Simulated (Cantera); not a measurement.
Charge: 1 mol V, 4.9 mol N2O, 48 mol N2, at 4.40 Pa.

Equilibrium computed with Cantera from the NASA thermochemical tables; the gas is ideal and each condensed phase is pure. Candidate condensed phases: V, VN, VO, V2O3, V2O4, V2O5; 13 gas species. Condensed phases not in the tables: the oxides between V2O3 and V2O5 other than VO2. Kinetics and transport are ignored.

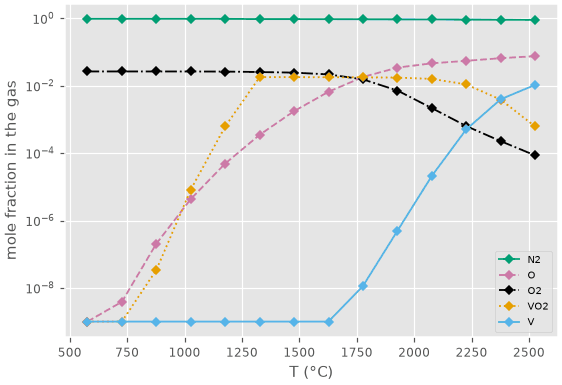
Equilibrium gas composition (values under 1e-9 drawn at 1e-9)

Question: Read off the mole fractions at 1927 °C.

Answer: N2 about 0.94, O about 0.035, VO2 about 0.017, O2 about 0.0072, V about 4.9e-7.
